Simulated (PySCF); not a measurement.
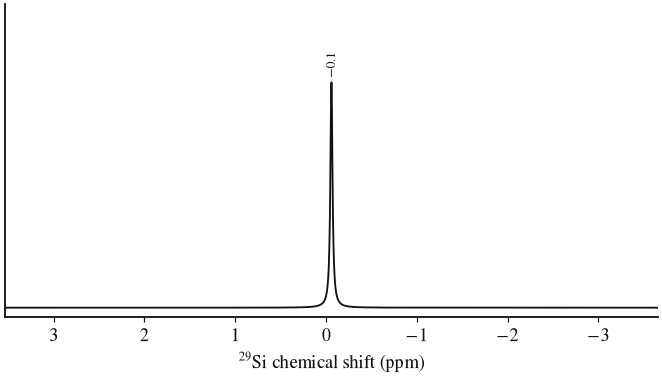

GIAO shifts, KT2/pcSseg-1 in PySCF, at a PBE0-D3(BJ)/def2-SVP geometry (no frequency check), against TMS for ²⁹Si computed at the same level. Gas phase, fully decoupled, line heights follow the number of nuclei, widths are arbitrary (no quadrupolar broadening); values of one conformer, averaged over methyl-type rotors and exact or near symmetry.

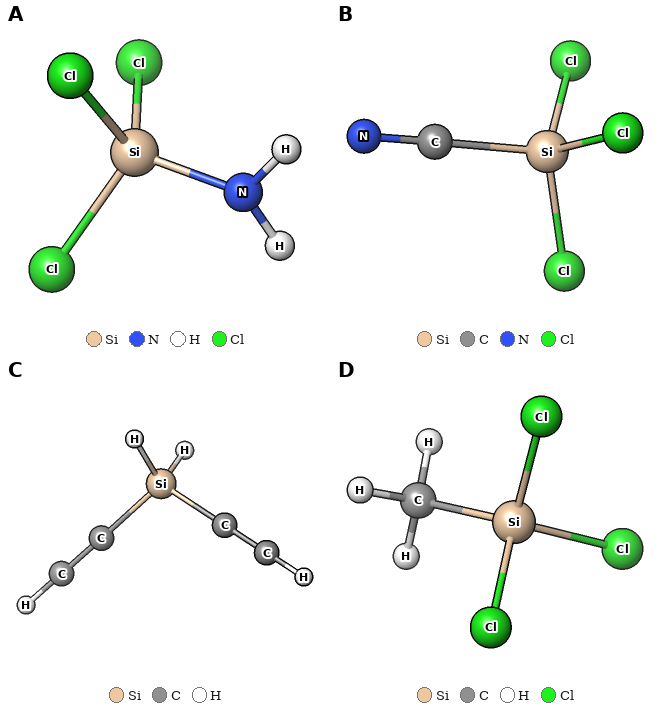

Which structure fits the spectrum? The candidates are drawn in the second picture.

Structure A, SiNH₂Cl₃ (Si(NH2)Cl3), SMILES N[Si](Cl)(Cl)Cl. Its ²⁹Si signals: −0.1 (1 Si) ppm.
